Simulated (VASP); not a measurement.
Band structure of P2Ru (space group Pnnm). These are LDA (Ceperley-Alder, Perdew-Zunger), VASP's LDA PAW potentials (set 64) (plane waves; VASP) values and carry that method's errors.

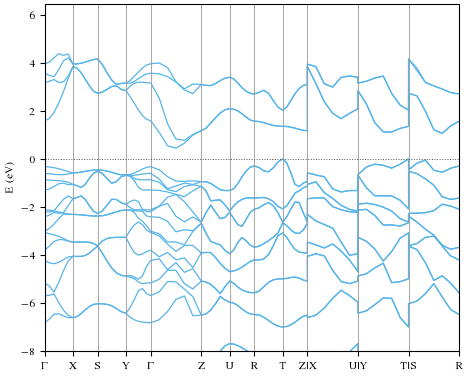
Figure. Bands along high-symmetry lines, zero at the valence-band maximum or, without a gap, the Fermi level

Question: Read the plot: is there a gap, and where are the band edges?

Answer: The gap is indirect, 0.45 eV, from the valence maximum at T to the conduction minimum at Γ-Z at 0.50. (Edges off the drawn lines would not show.)

The structure comes from a computed database's P2Ru entry (Pnnm); how it stands against other phases isn't given here. It was relaxed first.
